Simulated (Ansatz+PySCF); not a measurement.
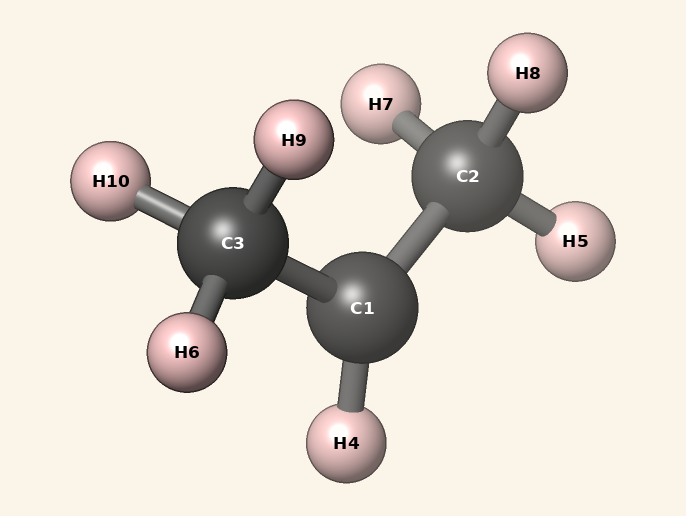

Figure made from data computed with Ansatz+PySCF.

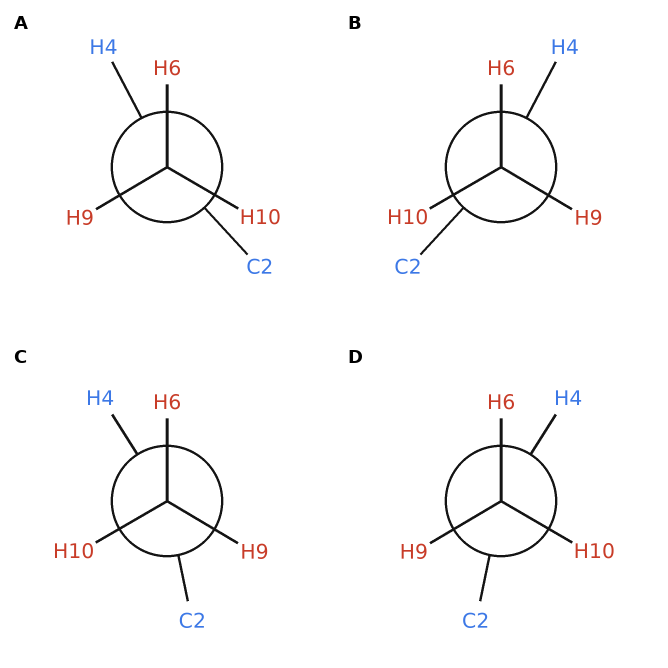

Distant atoms are faded towards the background colour. Bonds that would overlap in a projection are set slightly apart. State: neutral, doublet. Geometry: a fixed input geometry, not necessarily a minimum.

Question: Which Newman projection shows the view along C3–C1, with C3 in front?

Answer: D. The torsion angle H6–C3–C1–C2 is −168°, antiperiplanar (anti).
